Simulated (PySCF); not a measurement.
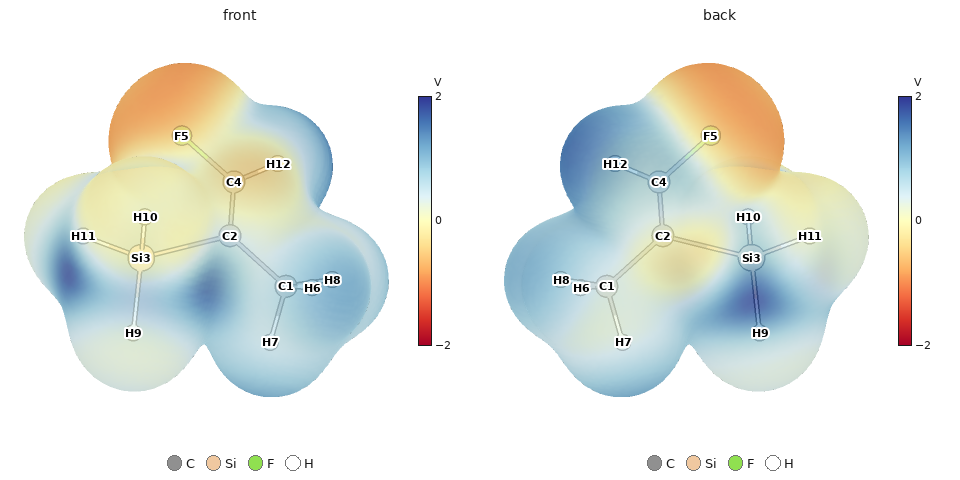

Figure. C3H7FSi (SMILES C/C([SiH3])=C/F). The molecular electrostatic potential painted on the density surface at 0.004 e/bohr³, seen from the front and from behind; the colour scale runs from red (negative) to blue (positive).

Geometry: GFN2-xTB, MD frame at 250 fs, 300 K.

All numbers below come from PBE0/pcSseg-1, SCF density, gas phase, non-relativistic in PySCF 2.14.0.

```xyz
12

C    -1.4061   -0.5293   -0.4458
C    -0.5712    0.5530    0.1350
Si    1.2002    0.0370    0.7071
C    -0.9543    1.7620    0.3778
F    -0.0571    2.6934    0.7604
H    -1.2121   -0.8780   -1.5017
H    -1.3692   -1.5100    0.1233
H    -2.5174   -0.2609   -0.4937
H     1.2903   -1.4144    1.0085
H     1.9864    0.4294   -0.4857
H     1.7237    0.7207    1.8053
H    -1.9276    2.2116    0.2019
```

**Describe the electrostatic potential map.**

The most negative region (about −0.9 V) lies over F5, the most positive (about +1.7 V) over Si3.

**What dipole moment does the calculation give?**

Its dipole moment is 1.82 D.
